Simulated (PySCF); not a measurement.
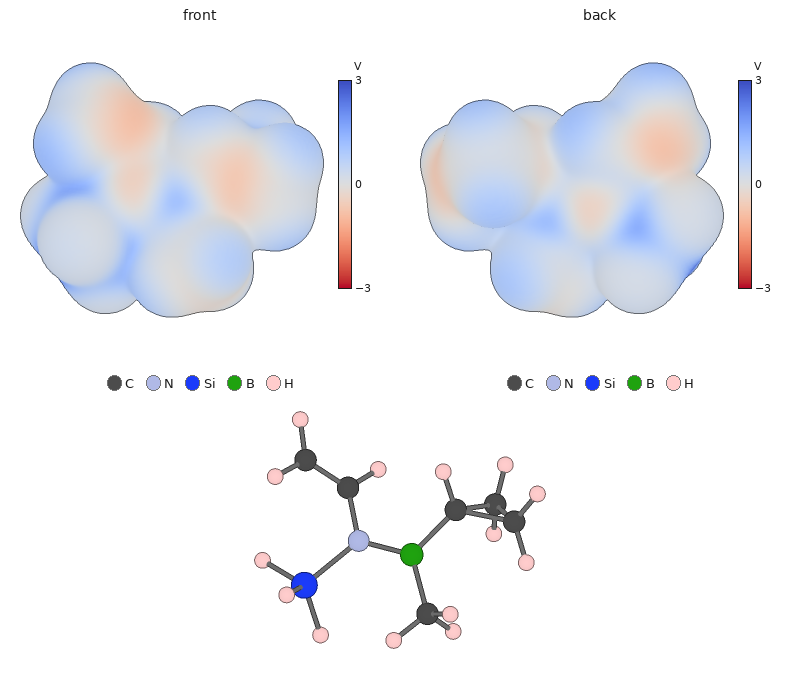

Figure. C6H14BNSi. The molecular electrostatic potential painted on the density surface at 0.004 e/bohr³, seen from the front and from behind; red is negative and blue positive. The bare structure is drawn below in the same view.

Geometry: GFN2-xTB.

The calculation used PBE0/pcSseg-1, SCF density, gas phase, non-relativistic (PySCF).

```xyz
23

C    -2.6894    1.3966    0.6404
C    -1.6047    1.0014   -0.0057
N    -1.0599   -0.2925    0.0277
Si   -2.1968   -1.6349   -0.0104
B     0.3505   -0.4224    0.1105
C     1.0510   -1.8439    0.1424
C     1.2381    0.8766    0.2044
C     2.7429    0.8465    0.1415
C     1.9759    1.4004   -1.0103
H    -3.2472    0.7382    1.2842
H    -3.0453    2.4072    0.5511
H    -1.0544    1.7018   -0.6218
H    -1.7039   -2.6472   -0.9449
H    -3.4586   -1.1014   -0.5198
H    -2.3466   -2.1920    1.3383
H     1.6171   -2.0116   -0.7738
H     1.7689   -1.9008    0.9593
H     0.3641   -2.6777    0.2546
H     0.8429    1.6680    0.8370
H     3.2949    1.5333    0.7666
H     3.2324   -0.1061    0.0128
H     1.9296    0.8200   -1.9201
H     1.9938    2.4675   -1.1810
```

### Which sites attract a positive test charge, and which a negative one?

A positive charge is drawn to the negative regions and a negative charge to the positive ones. The most negative region (about −0.8 V, or −18 kcal/mol for a unit charge) lies over the π face of C1 and C2, the most positive (about +2.1 V, or +48 kcal/mol for a unit charge) over Si4.

### What dipole moment does the calculation give?

Its dipole moment is 0.29 D.
